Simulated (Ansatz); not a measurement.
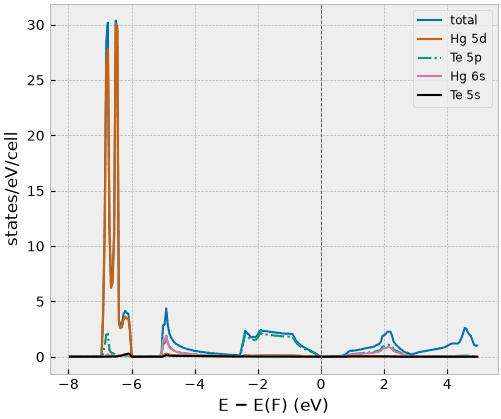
Figure: Total and projected density of states of HgTe (zinc blende, F-43m), plane-wave PAW PBE (Ansatz code)

**Question.** Which orbitals carry the states next to the Fermi level?

**Answer.** Within 0.5 eV of the Fermi level: Te 5p 87 %, Hg 5d 8 %. Projections are on Löwdin-orthogonalised atomic valence shells; empty p or d shells of many metals are not among them.

**Question.** Where is the tallest occupied peak in this window, and what makes it?

**Answer.** Near -6.5 eV, about 30 states/eV per cell; the largest projected share is Hg 5d.

The cell was relaxed with PBE under the symmetry of its start. Spin–orbit coupling is left out wherever it is not named.

Potentials: the earlier of the program's two PAW sets.
